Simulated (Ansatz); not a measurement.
Geometry relaxation, with input and output: CH9NSi (part 2 of 2)

CH9NSi; RKS PBE0-D4/def2-TZVP (Ansatz 0.2.0). The geometry is a transition state displaced along its imaginary mode. The reaction was set up to form Si1–H8 and N2–H7 and to break Si1–N2 and H7–H8 (atoms counted from 1 in the order of the input); sticks are drawn by distance alone.

Geometry of the input (Å):
```
Si 0.1685  0.5374  1.1831
N  0.5381  -0.0471  -0.4754
C  -0.3250  -1.1020  -0.9700
H  0.9226  1.7758  1.5827
H  -1.2553  0.5476  1.6121
H  0.7798  -0.5547  1.9650
H  -0.0863  1.3287  -0.6328
H  -0.5484  1.8285  -0.2669
H  1.5130  -0.1971  -0.6786
H  -0.0785  -1.3648  -2.0009
H  -1.3654  -0.7500  -0.9658
H  -0.2631  -2.0025  -0.3524
```

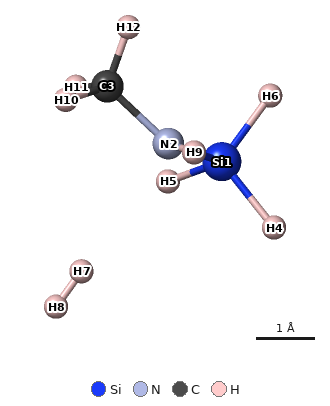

The geometry at step 16 of the log (ball-and-stick view, seen at a tilt; atoms are numbered from 1 in the order of the input).

## Trajectory as extended XYZ, continued
```
12
Properties=species:S:1:pos:R:3:forces:R:3 step=7 energy=-10545.63190
Si    0.3595    0.2554    1.3099   -0.0246   0.1323   0.0542
N     0.6139   -0.2861   -0.3002   -0.0125  -0.0439  -0.0700
C    -0.2674   -1.2582   -0.9217   -0.0106   0.0163   0.0039
H     1.1074    1.5231    1.5301    0.0097  -0.0494  -0.0240
H    -1.0991    0.4767    1.4688   -0.0385   0.0148   0.0121
H     0.7883   -0.7053    2.3619    0.0169  -0.0873   0.1124
H    -0.5887    2.1350   -0.8751    0.0039   0.0218  -0.0033
H    -0.9311    2.7706   -0.6785   -0.0073  -0.0045  -0.0255
H     1.5740   -0.3850   -0.5916    0.0049   0.0142  -0.0511
H    -0.0313   -1.3540   -1.9849   -0.0290  -0.0105   0.0303
H    -1.3041   -0.9129   -0.8495    0.0634  -0.0164   0.0061
H    -0.2213   -2.2593   -0.4692    0.0238   0.0125  -0.0450
12
Properties=species:S:1:pos:R:3:forces:R:3 step=8 energy=-10545.63959
Si    0.3547    0.2401    1.3231    0.0348  -0.0749   0.2841
N     0.6056   -0.3146   -0.2794    0.1118  -0.0096  -0.1773
C    -0.2576   -1.2922   -0.9134   -0.0672  -0.0375  -0.0188
H     1.1515    1.4780    1.5438   -0.0307  -0.0330  -0.0514
H    -1.1019    0.4940    1.4867    0.0250   0.0322  -0.0201
H     0.7537   -0.7314    2.3983   -0.0515   0.0622  -0.0741
H    -0.6121    2.2374   -0.9115    0.1381  -0.2534  -0.0641
H    -0.9402    2.8804   -0.7503   -0.1342   0.2511   0.0494
H     1.5592   -0.3573   -0.6112   -0.1080   0.0258   0.0424
H    -0.0565   -1.3289   -1.9907   -0.0651  -0.0130   0.1264
H    -1.3065   -0.9927   -0.7856    0.1555  -0.0644  -0.0203
H    -0.1498   -2.3127   -0.5098   -0.0085   0.1145  -0.0763
12
Properties=species:S:1:pos:R:3:forces:R:3 step=9 energy=-10545.64694
Si    0.3520    0.2182    1.3503    0.0558   0.0193  -0.0164
N     0.5913   -0.3102   -0.2690    0.1723   0.0409  -0.0638
C    -0.2537   -1.3002   -0.9049   -0.1146  -0.0911  -0.0273
H     1.1746    1.4389    1.5744   -0.0253  -0.0473  -0.0309
H    -1.0949    0.5091    1.5182   -0.0228   0.0213  -0.0066
H     0.7250   -0.7710    2.4058   -0.0043  -0.0324   0.0196
H    -0.5993    2.2708   -0.9563   -0.0501   0.1012   0.0275
H    -0.9426    2.9273   -0.8324    0.0561  -0.1124  -0.0329
H     1.5384   -0.3112   -0.6262   -0.1783   0.0202   0.0983
H    -0.0947   -1.2899   -1.9912   -0.0726  -0.0226   0.1667
H    -1.3104   -1.0507   -0.7247    0.2233  -0.0804  -0.0449
H    -0.0856   -2.3312   -0.5441   -0.0395   0.1833  -0.0894
12
Properties=species:S:1:pos:R:3:forces:R:3 step=10 energy=-10545.65199
Si    0.3509    0.2100    1.3639    0.0211  -0.0052  -0.0444
N     0.5822   -0.2910   -0.2662    0.1345   0.0166  -0.0360
C    -0.2545   -1.2900   -0.9000   -0.0655  -0.0569  -0.0090
H     1.1847    1.4189    1.5962   -0.0050  -0.0206  -0.0049
H    -1.0940    0.5145    1.5384    0.0045   0.0082   0.0038
H     0.7182   -0.8029    2.4015   -0.0143  -0.0031  -0.0007
H    -0.5836    2.2601   -0.9838   -0.0577   0.1043   0.0289
H    -0.9408    2.9133   -0.8812    0.0626  -0.1157  -0.0312
H     1.5278   -0.2817   -0.6258   -0.1538   0.0148   0.0800
H    -0.1215   -1.2634   -1.9867   -0.0363  -0.0069   0.0752
H    -1.3096   -1.0677   -0.6967    0.1259  -0.0367  -0.0186
H    -0.0597   -2.3200   -0.5596   -0.0160   0.1013  -0.0429
12
Properties=species:S:1:pos:R:3:forces:R:3 step=11 energy=-10545.65751
Si    0.3505    0.1995    1.3844   -0.0359  -0.0182  -0.0138
N     0.5642   -0.2525   -0.2629    0.0880  -0.0232   0.0084
C    -0.2547   -1.2688   -0.8930   -0.0405  -0.0365  -0.0179
H     1.2213    1.3742    1.6465    0.0039  -0.0076   0.0037
H    -1.0852    0.5422    1.5762    0.0284   0.0049   0.0038
H     0.6829   -0.8601    2.3898   -0.0034   0.0234  -0.0338
H    -0.5694    2.2132   -1.0046   -0.1125   0.2014   0.0121
H    -0.9312    2.8758   -0.9931    0.1154  -0.2108  -0.0147
H     1.5057   -0.2203   -0.6283   -0.0924   0.0082   0.0382
H    -0.1749   -1.2049   -1.9824   -0.0111   0.0002   0.0370
H    -1.3065   -1.1004   -0.6380    0.0651  -0.0133  -0.0052
H    -0.0024   -2.2980   -0.5947   -0.0050   0.0714  -0.0178
12
Properties=species:S:1:pos:R:3:forces:R:3 step=12 energy=-10545.66042
Si    0.3460    0.1911    1.4042    0.0111  -0.0141  -0.0072
N     0.5499   -0.2272   -0.2532   -0.0018  -0.0279   0.0486
C    -0.2573   -1.2491   -0.8892   -0.0423  -0.0354  -0.0280
H     1.2431    1.3411    1.6873   -0.0058  -0.0012   0.0008
H    -1.0808    0.5620    1.6130    0.0350  -0.0161   0.0082
H     0.6710   -0.8993    2.3798   -0.0323   0.0362  -0.0351
H    -0.5549    2.1716   -1.0285   -0.1057   0.1831  -0.0101
H    -0.9182    2.8306   -1.0853    0.1056  -0.1891   0.0068
H     1.4854   -0.1715   -0.6257   -0.0127   0.0067   0.0010
H    -0.2170   -1.1490   -1.9788   -0.0131  -0.0092   0.0604
H    -1.3050   -1.1224   -0.5932    0.0816  -0.0152  -0.0220
H     0.0379   -2.2779   -0.6304   -0.0196   0.0823  -0.0232
12
Properties=species:S:1:pos:R:3:forces:R:3 step=13 energy=-10545.66236
Si    0.3509    0.1862    1.4210   -0.0421  -0.0291  -0.0042
N     0.5432   -0.2112   -0.2423    0.0128  -0.0244   0.0412
C    -0.2608   -1.2298   -0.8873   -0.0412  -0.0380  -0.0276
H     1.2560    1.3271    1.7165    0.0014  -0.0219   0.0020
H    -1.0710    0.5619    1.6457    0.0088   0.0127  -0.0042
H     0.6523   -0.9247    2.3793    0.0214   0.0336  -0.0260
H    -0.5486    2.1296   -1.0486   -0.0641   0.1121  -0.0150
H    -0.9016    2.7852   -1.1574    0.0614  -0.1137   0.0101
H     1.4721   -0.1340   -0.6267   -0.0098   0.0022  -0.0026
H    -0.2521   -1.0980   -1.9750   -0.0096  -0.0128   0.0812
H    -1.3024   -1.1333   -0.5595    0.0892  -0.0124  -0.0309
H     0.0620   -2.2592   -0.6655   -0.0283   0.0917  -0.0241
12
Properties=species:S:1:pos:R:3:forces:R:3 step=14 energy=-10545.66420
Si    0.3509    0.1748    1.4426    0.0255   0.0094  -0.0200
N     0.5398   -0.2027   -0.2246    0.0177  -0.0229   0.0072
C    -0.2645   -1.2097   -0.8867   -0.0140  -0.0170  -0.0236
H     1.2702    1.3007    1.7500   -0.0027  -0.0012  -0.0039
H    -1.0645    0.5664    1.6765   -0.0062  -0.0061   0.0051
H     0.6574   -0.9453    2.3849   -0.0094  -0.0032  -0.0012
H    -0.5552    2.0963   -1.0739   -0.0547   0.1055  -0.0263
H    -0.8937    2.7466   -1.2424    0.0523  -0.1061   0.0208
H     1.4636   -0.1062   -0.6177   -0.0285  -0.0015   0.0147
H    -0.2799   -1.0439   -1.9694   -0.0067  -0.0114   0.0675
H    -1.2991   -1.1369   -0.5354    0.0485  -0.0091  -0.0247
H     0.0751   -2.2402   -0.7038   -0.0218   0.0636  -0.0158
12
Properties=species:S:1:pos:R:3:forces:R:3 step=15 energy=-10545.66531
Si    0.3586    0.1627    1.4638    0.0141   0.0059  -0.0279
N     0.5433   -0.1990   -0.2064    0.0122  -0.0145  -0.0121
C    -0.2676   -1.1893   -0.8850    0.0106   0.0055  -0.0078
H     1.2837    1.2817    1.7789   -0.0024  -0.0025   0.0016
H    -1.0549    0.5566    1.7055   -0.0061   0.0003   0.0032
H     0.6591   -0.9684    2.3935    0.0011  -0.0087   0.0106
H    -0.5659    2.0782   -1.1051   -0.0635   0.1252  -0.0436
H    -0.9007    2.7160   -1.3249    0.0629  -0.1286   0.0394
H     1.4631   -0.0922   -0.6054   -0.0239  -0.0013   0.0170
H    -0.2985   -0.9953   -1.9616   -0.0021  -0.0024   0.0315
H    -1.2964   -1.1289   -0.5188    0.0060  -0.0051  -0.0076
H     0.0763   -2.2222   -0.7346   -0.0088   0.0263  -0.0045
12
Properties=species:S:1:pos:R:3:forces:R:3 step=16 energy=-10545.66617
Si    0.3662    0.1512    1.4845    0.0048   0.0068  -0.0120
N     0.5455   -0.1909   -0.1898   -0.0008  -0.0150  -0.0166
C    -0.2724   -1.1636   -0.8845    0.0103   0.0077   0.0016
H     1.2952    1.2638    1.8105   -0.0011  -0.0030  -0.0001
H    -1.0457    0.5469    1.7351   -0.0003  -0.0023   0.0007
H     0.6653   -0.9905    2.4024    0.0006  -0.0054   0.0019
H    -0.5684    2.0474   -1.1397   -0.0687   0.1296  -0.0539
H    -0.9087    2.6673   -1.3999    0.0680  -0.1330   0.0505
H     1.4620   -0.0762   -0.5930   -0.0067   0.0007   0.0132
H    -0.3161   -0.9422   -1.9552   -0.0004   0.0003   0.0202
H    -1.2969   -1.1139   -0.5055    0.0015  -0.0048  -0.0045
H     0.0741   -2.1993   -0.7648   -0.0073   0.0183  -0.0010
12
Properties=species:S:1:pos:R:3:forces:R:3 step=17 energy=-10545.66706
Si    0.3770    0.1368    1.5116   -0.0012  -0.0100  -0.0010
N     0.5500   -0.1780   -0.1682   -0.0175  -0.0182  -0.0252
C    -0.2791   -1.1262   -0.8835    0.0141   0.0038  -0.0006
H     1.3115    1.2404    1.8528   -0.0044  -0.0048   0.0011
H    -1.0337    0.5317    1.7728    0.0079  -0.0001  -0.0004
H     0.6745   -1.0215    2.4103   -0.0005   0.0079  -0.0058
H    -0.5734    2.0025   -1.1894   -0.0792   0.1408  -0.0686
H    -0.9234    2.5962   -1.4952    0.0786  -0.1432   0.0667
H     1.4646   -0.0590   -0.5737    0.0079   0.0030   0.0077
H    -0.3354   -0.8710   -1.9464    0.0021  -0.0039   0.0310
H    -1.2988   -1.0859   -0.4907    0.0031  -0.0050  -0.0046
H     0.0661   -2.1662   -0.8004   -0.0109   0.0297  -0.0002
12
Properties=species:S:1:pos:R:3:forces:R:3 step=18 energy=-10545.66765
Si    0.3834    0.1281    1.5253   -0.0034  -0.0076   0.0035
N     0.5526   -0.1689   -0.1582   -0.0132  -0.0139  -0.0135
C    -0.2830   -1.1037   -0.8833    0.0118   0.0361   0.0410
H     1.3199    1.2266    1.8774   -0.0002  -0.0061  -0.0004
H    -1.0256    0.5242    1.7928    0.0044  -0.0021  -0.0013
H     0.6794   -1.0398    2.4125   -0.0005   0.0097  -0.0101
H    -0.5730    1.9823   -1.2070   -0.0836   0.1314  -0.0812
H    -0.9360    2.5448   -1.5539    0.0823  -0.1335   0.0782
H     1.4676   -0.0508   -0.5630    0.0081   0.0030   0.0047
H    -0.3440   -0.8327   -1.9401   -0.0012   0.0128  -0.0305
H    -1.3000   -1.0663   -0.4850   -0.0146  -0.0017   0.0037
H     0.0587   -2.1439   -0.8176    0.0100  -0.0282   0.0061
12
Properties=species:S:1:pos:R:3:forces:R:3 step=19 energy=-10545.66810
Si    0.3873    0.1221    1.5345    0.0059  -0.0048   0.0003
N     0.5548   -0.1625   -0.1512   -0.0102  -0.0119  -0.0155
C    -0.2849   -1.0889   -0.8819    0.0101  -0.0054  -0.0153
H     1.3281    1.2142    1.8944   -0.0022  -0.0014   0.0002
H    -1.0204    0.5200    1.8054    0.0018  -0.0009   0.0012
H     0.6821   -1.0528    2.4120   -0.0038   0.0026  -0.0039
H    -0.5760    1.9740   -1.2211   -0.0713   0.1024  -0.0739
H    -0.9476    2.5132   -1.5931    0.0701  -0.1048   0.0707
H     1.4708   -0.0463   -0.5545    0.0009   0.0012   0.0042
H    -0.3467   -0.8088   -1.9388    0.0021  -0.0125   0.0431
H    -1.3019   -1.0514   -0.4815    0.0112  -0.0031  -0.0078
H     0.0545   -2.1328   -0.8242   -0.0145   0.0386  -0.0034
12
Properties=species:S:1:pos:R:3:forces:R:3 step=20 energy=-10545.66855
Si    0.3917    0.1170    1.5417   -0.0026  -0.0021  -0.0042
N     0.5572   -0.1571   -0.1460   -0.0037  -0.0052  -0.0077
C    -0.2857   -1.0772   -0.8805    0.0088  -0.0090  -0.0124
H     1.3353    1.2045    1.9082   -0.0002  -0.0041   0.0021
H    -1.0147    0.5166    1.8156   -0.0007   0.0024   0.0011
H     0.6812   -1.0651    2.4108    0.0030   0.0007  -0.0004
H    -0.5812    1.9660   -1.2376   -0.0447   0.0610  -0.0470
H    -0.9582    2.4913   -1.6206    0.0438  -0.0634   0.0446
H     1.4741   -0.0431   -0.5482   -0.0016   0.0003   0.0019
H    -0.3467   -0.7927   -1.9357    0.0019  -0.0068   0.0269
H    -1.3025   -1.0380   -0.4803    0.0054  -0.0003  -0.0030
H     0.0496   -2.1222   -0.8274   -0.0095   0.0266  -0.0019
12
Properties=species:S:1:pos:R:3:forces:R:3 step=21 energy=-10545.66896
Si    0.4006    0.1027    1.5627    0.0224   0.0079  -0.0050
N     0.5621   -0.1404   -0.1307   -0.0041   0.0026   0.0119
C    -0.2885   -1.0424   -0.8780    0.0027  -0.0099  -0.0021
H     1.3570    1.1717    1.9505   -0.0059   0.0014  -0.0047
H    -1.0009    0.5128    1.8463    0.0018  -0.0065   0.0025
H     0.6850   -1.0974    2.4085   -0.0137  -0.0028  -0.0031
H    -0.5981    1.9278   -1.2902   -0.0081   0.0164  -0.0064
H    -0.9826    2.4288   -1.6937    0.0085  -0.0153   0.0071
H     1.4809   -0.0301   -0.5298   -0.0029  -0.0007  -0.0009
H    -0.3473   -0.7430   -1.9282    0.0015   0.0024  -0.0021
H    -1.3049   -1.0002   -0.4776   -0.0032   0.0023   0.0021
H     0.0369   -2.0904   -0.8398    0.0009   0.0022   0.0007
12
Properties=species:S:1:pos:R:3:forces:R:3 step=22 energy=-10545.66907
Si    0.4033    0.1014    1.5646   -0.0028  -0.0030  -0.0026
N     0.5624   -0.1373   -0.1295    0.0048   0.0053   0.0107
C    -0.2885   -1.0388   -0.8769   -0.0050  -0.0037  -0.0021
H     1.3609    1.1682    1.9550   -0.0012  -0.0024  -0.0017
H    -0.9977    0.5113    1.8511    0.0001   0.0031  -0.0004
H     0.6802   -1.1038    2.4056    0.0025   0.0001  -0.0006
H    -0.5989    1.9306   -1.2912    0.0047  -0.0035   0.0057
H    -0.9871    2.4171   -1.7073   -0.0046   0.0040  -0.0057
H     1.4810   -0.0273   -0.5289   -0.0010   0.0005  -0.0023
H    -0.3468   -0.7389   -1.9271    0.0005   0.0013  -0.0016
H    -1.3050   -0.9957   -0.4766    0.0004   0.0004  -0.0005
H     0.0363   -2.0868   -0.8389    0.0015  -0.0021   0.0011
12
Properties=species:S:1:pos:R:3:forces:R:3 step=23 energy=-10545.66910
Si    0.4040    0.0994    1.5669   -0.0021   0.0000  -0.0030
N     0.5622   -0.1355   -0.1278    0.0038   0.0027   0.0066
C    -0.2886   -1.0362   -0.8763   -0.0039  -0.0018  -0.0030
H     1.3633    1.1639    1.9586    0.0011  -0.0011   0.0002
H    -0.9959    0.5118    1.8550   -0.0002   0.0002   0.0008
H     0.6799   -1.1083    2.4047    0.0006   0.0005   0.0002
H    -0.5992    1.9327   -1.2939    0.0019  -0.0023   0.0024
H    -0.9905    2.4097   -1.7183   -0.0019   0.0022  -0.0025
H     1.4806   -0.0247   -0.5274   -0.0008   0.0005  -0.0017
H    -0.3469   -0.7351   -1.9261    0.0002   0.0002   0.0001
H    -1.3052   -0.9936   -0.4759    0.0007  -0.0001  -0.0008
H     0.0363   -2.0843   -0.8394    0.0007  -0.0011   0.0007
12
Properties=species:S:1:pos:R:3:forces:R:3 step=24 energy=-10545.66911
Si    0.4049    0.0978    1.5692   -0.0002  -0.0009  -0.0012
N     0.5618   -0.1331   -0.1260    0.0014   0.0004   0.0036
C    -0.2890   -1.0330   -0.8758   -0.0014  -0.0008  -0.0021
H     1.3665    1.1594    1.9631    0.0001   0.0004  -0.0001
H    -0.9942    0.5116    1.8597    0.0002   0.0005   0.0003
H     0.6796   -1.1124    2.4038   -0.0001  -0.0001  -0.0002
H    -0.6003    1.9312   -1.2981   -0.0024   0.0023  -0.0026
H    -0.9926    2.4018   -1.7290    0.0025  -0.0023   0.0025
H     1.4800   -0.0213   -0.5260   -0.0009   0.0006  -0.0009
H    -0.3472   -0.7303   -1.9252    0.0003  -0.0002   0.0006
H    -1.3056   -0.9909   -0.4754    0.0003  -0.0001  -0.0003
H     0.0361   -2.0810   -0.8403    0.0002   0.0002   0.0004
```
